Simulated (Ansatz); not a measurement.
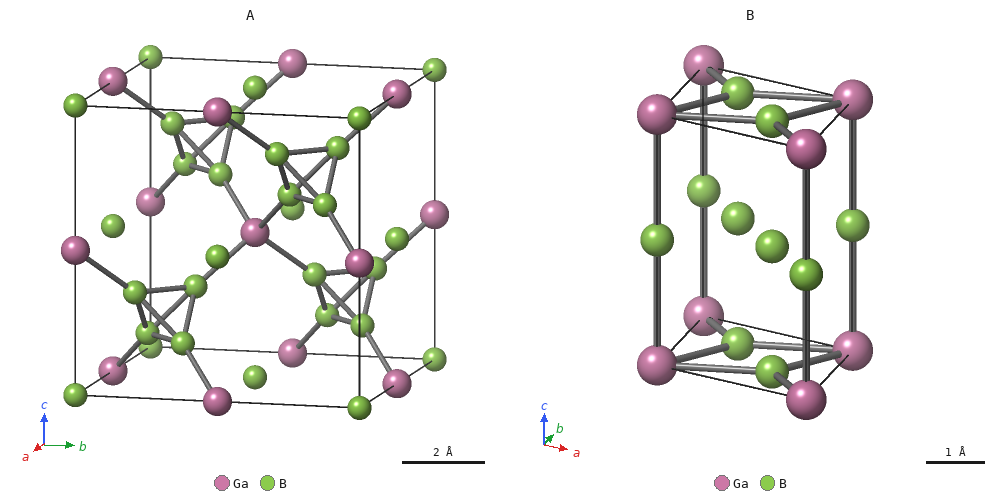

Two structures of GaB5, each relaxed to rest (conventional cells in solid outline, small ones repeated, not to one scale). Method: Ansatz 0.2.0, DFT PBE, scalar-relativistic, plane waves, PAW, without spin polarisation.

### Give the type and space group of each.

A: 24 atoms a cell on a face-centred cubic lattice, F-43m. B: 6 atoms a cell on a primitive hexagonal lattice, P6/mmm.

### Which one is lower in energy?

B is lower, by 266 meV/atom at this level of theory (energies at zero smearing). Volumes: A 15.4, B 8.4 Å³/atom.

One or both may be structure types tried for this composition rather than known phases.
